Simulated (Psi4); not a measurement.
# M06-2X/aug-pcseg-0 (sweep point 1) run of BrF (bromine fluoride)

What is the vertical ionisation energy of BrF (bromine fluoride) at M06-2X/aug-pcseg-0 (sweep point 1)? 

The results are computed with Psi4 1.11.

**1. Starting point**

BrF has 2 atoms, charge 0, and is taken as a singlet. SMILES: `FBr`. Geometry: relaxed at GFN2-xTB.

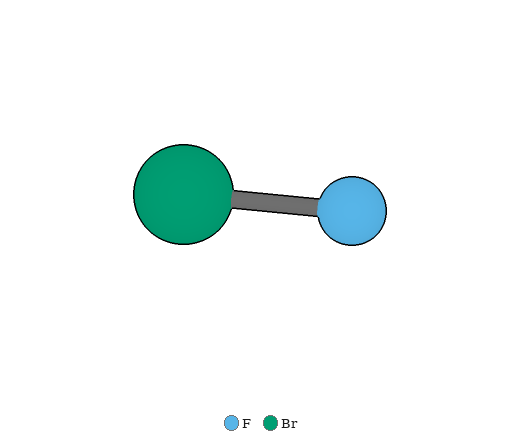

The structure, seen from a chosen angle (fluorine blue, bromine teal).

**2. A single-point energy at M06-2X/aug-pcseg-0 (sweep point 1)**

Input file brf.dat:

```
memory 1.6 GB

molecule {
  F      0.00000000     0.00000000     0.00000000
  Br     0.00000000     0.00000000     3.40139364
  units bohr
  symmetry c1
}

set {
  basis aug-pcseg-0
  puream true
  scf_type pk
  dft_radial_points 99
  dft_spherical_points 590
}

result = energy("m06-2x")
```

Command:

```sh
$ psi4 -i brf.dat -o brf.out -n 1
```

brf.out:

```text
[...]
  Running in c1 symmetry.
[...]
  Nuclear repulsion =   92.609098898650259
[...]
  Multiplicity = 1
[...]
  Nalpha       = 22
  Nbeta        = 22
[...]
    Number of basis functions: 39
[...]
   @RKS iter   1: -2670.55974566072791   -1.63575e+00   1.03687e-02 ADIIS/DIIS
[...]
   @RKS iter   7: -2670.61049967657482   -9.19908e-09   2.42742e-07 DIIS
[...]
    Orbital Energies [Eh]
    ---------------------
    Doubly Occupied:
       1A   -485.190767     2A    -62.787487     3A    -57.266064
       4A    -57.259965     5A    -57.259965     6A    -25.317207
       7A     -8.976766     8A     -6.957963     9A     -6.935008
      10A     -6.935008    11A     -2.977034    12A     -2.968637
      13A     -2.968637    14A     -2.949165    15A     -2.949165
      16A     -1.369098    17A     -0.893927    18A     -0.580142
      19A     -0.573976    20A     -0.573976    21A     -0.402803
      22A     -0.402803
[...]
  @RKS Final Energy: -2670.61049967657482
   => Energetics <=
    Nuclear Repulsion Energy =             92.6090988986502595
    One-Electron Energy =               -3899.6690602416842921
    Two-Electron Energy =                1184.4072114835510092
    DFT Exchange-Correlation Energy =     -47.9577498170918588
    Empirical Dispersion Energy =           0.0000000000000000
    VV10 Nonlocal Energy =                  0.0000000000000000
    Total Energy =                      -2670.6104996765752730
[...]
 Multipole Moments:
 ------------------------------------------------------------------------------------
     Multipole            Electronic (a.u.)      Nuclear  (a.u.)        Total (a.u.)
 ------------------------------------------------------------------------------------
 L = 1.  Multiply by 2.5417464519 to convert [e a0] to [Debye]
 Dipole X            :         -0.0000000            0.0000000           -0.0000000
 Dipole Y            :          0.0000000            0.0000000            0.0000000
 Dipole Z            :          2.4114079           -1.5743408            0.8370671
 Magnitude           :                                                    0.8370671
[...]
```

Run time: 2.4 s. Hardware: 1 thread of AMD EPYC 9R45 (Zen 5), shared host; peak memory 0.47 GiB.

**3. The doublet cation**

Input file job.in:

```
memory 1600 MB

molecule molecule1 {
  1 2
  F      0.00000000     0.00000000     0.00000000
  Br     0.00000000     0.00000000     3.40139364
  units au
  symmetry c1
}

set basis aug-pcseg-0
set reference uks
set puream true
set scf_type pk
set dft_radial_points 99
set dft_spherical_points 590
set maxiter 150

energy_value = energy("m06-2x")
print_variables()
```

Command:

```sh
$ psi4 job.in job.out -n 1
```

job.out:

```text
[...]
  Running in c1 symmetry.
[...]
  Nuclear repulsion =   92.609098898650259
[...]
  Multiplicity = 2
[...]
  Nalpha       = 22
  Nbeta        = 21
[...]
    Number of basis functions: 39
[...]
   @UKS iter   1: -2670.11987488045179   -1.19588e+00   7.83131e-03 ADIIS/DIIS
[...]
   @UKS iter  11: -2670.14716264414847   -1.78079e-09   7.48094e-08 DIIS
[...]
   @S^2 Observed:                7.589137984E-01
[...]
    Orbital Energies [Eh]
    ---------------------
    Alpha Occupied:
       1A   -485.596398     2A    -63.190044     3A    -57.668988
       4A    -57.666824     5A    -57.660276     6A    -25.647168
       7A     -9.376318     8A     -7.350795     9A     -7.349543
      10A     -7.326175    11A     -3.375503    12A     -3.374082
      13A     -3.355343    14A     -3.354835    15A     -3.349045
      16A     -1.689759    17A     -1.273723    18A     -0.900202
      19A     -0.894329    20A     -0.883362    21A     -0.782601
      22A     -0.744875
    Alpha Virtual:
      23A     -0.434514    24A     -0.163536    25A     -0.109485
[...]
  @UKS Final Energy: -2670.14716264414847
   => Energetics <=
    Nuclear Repulsion Energy =             92.6090988986502595
    One-Electron Energy =               -3883.2757275831090737
    Two-Electron Energy =                1168.2924548051653346
    DFT Exchange-Correlation Energy =     -47.7729887648546594
    Empirical Dispersion Energy =           0.0000000000000000
    VV10 Nonlocal Energy =                  0.0000000000000000
    Total Energy =                      -2670.1471626441480112
[...]
 Multipole Moments:
 ------------------------------------------------------------------------------------
     Multipole            Electronic (a.u.)      Nuclear  (a.u.)        Total (a.u.)
 ------------------------------------------------------------------------------------
 L = 1.  Multiply by 2.5417464519 to convert [e a0] to [Debye]
 Dipole X            :         -0.0000000            0.0000000           -0.0000000
 Dipole Y            :          0.0000000            0.0000000            0.0000000
 Dipole Z            :          2.4910677           -1.5743408            0.9167269
 Magnitude           :                                                    0.9167269
[...]
```

It took 4.2 s on 1 thread of AMD EPYC 9R45 (Zen 5), shared host; peak memory 0.48 GiB.

**4. What came out**

At M06-2X/aug-pcseg-0 (sweep point 1):

| quantity | value |
| --- | --- |
| singlet BrF: total energy | -2670.61050 Eh |
| singlet BrF: dipole moment | 2.13 D |
| singlet BrF: HOMO energy | -10.96 eV |
| singlet BrF: LUMO energy | -3.02 eV |
| singlet BrF: HOMO–LUMO gap | 7.94 eV |
| doublet cation: total energy | -2670.14716 Eh |
| doublet cation: HOMO energy (highest over α and β) | -19.72 eV |
| doublet cation: LUMO energy (lowest over α and β) | -14.01 eV |
| doublet cation: ⟨S²⟩ | 0.759 |
| vertical ionisation energy (to the doublet cation) | 12.608 eV |

The vertical ionisation energy comes to 12.61 eV (291 kcal/mol). −ε(HOMO) before ionisation, 10.96 eV, is 1.65 eV below this ionisation energy.
